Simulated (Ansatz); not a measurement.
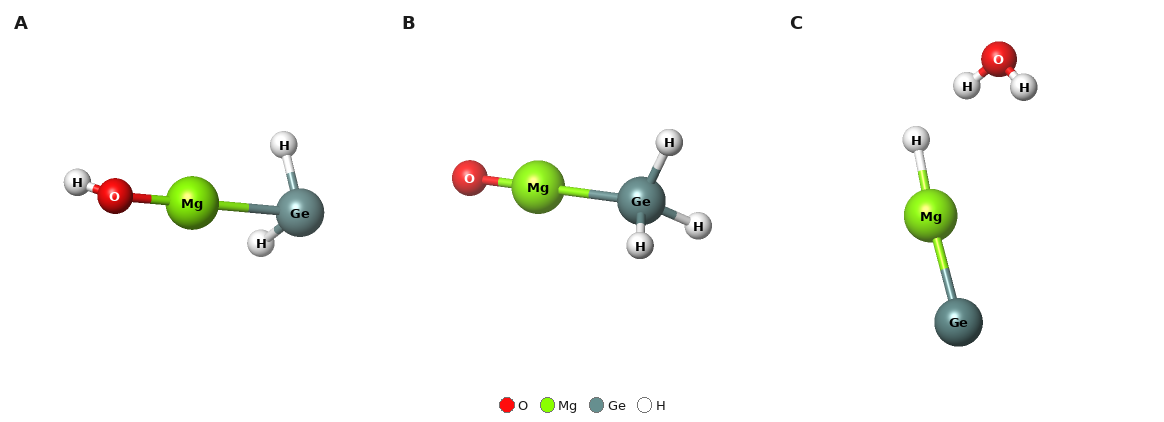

3 stationary structures of one formula. State: charge −1, singlet. Geometries: PBE0-D4/def2-TZVPD. Electronic energies: PBE0-D4/def2-TZVPD (Ansatz 0.2.0), without zero-point energy. No frequency run is at hand to confirm each as a minimum.

Which is lowest in energy, and by how much?

Answer. A is lowest; B lies 38.1 kcal/mol above it, C lies 66.4 kcal/mol above it (Cs).
